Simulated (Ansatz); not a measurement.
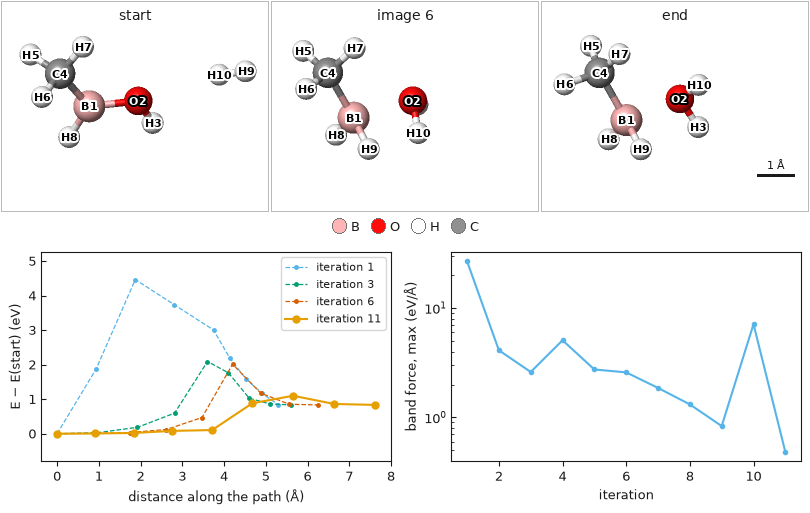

A nudged-elastic-band calculation for CH7BO, made up of CH5BO and H$_{2}$. Images are numbered from 0 (start) to 8 (end). The plot follows the band through its iterations. The picture is a ball-and-stick view, seen from a free direction.

Method: RKS PBE0/def2-SVP (Ansatz 0.2.0). Settings: 7 movable images; climbing image; force threshold 0.5 eV/Å; iteration limit 60; starting path through a guess of the saddle point.

Question: Did the band converge, and can the barrier be trusted?

Answer: The run met only a loose threshold, so the barrier can't be trusted yet. The band converged in 11 iterations. The largest component of the band force went from 27 to 0.48 eV/Å. The climbing image converged on the top of the path. Its curvatures weren't checked. The force threshold is so loose that the height of the top is at best an upper bound. The first iteration put the highest image at 4.46 eV. The highest point, image 6, lies 1.10 eV above the start and 0.27 eV above the end; the end is at +0.83 eV relative to the start.

Limits of the set-up: the start holds two separate molecules, 2.6 Å apart at their closest, whose relative position is a soft coordinate and is computed without a dispersion correction.

The run took 2.3 min on 1 thread of AMD EPYC 7B13 (Zen 3), on a shared host, peak memory 0.14 GiB.
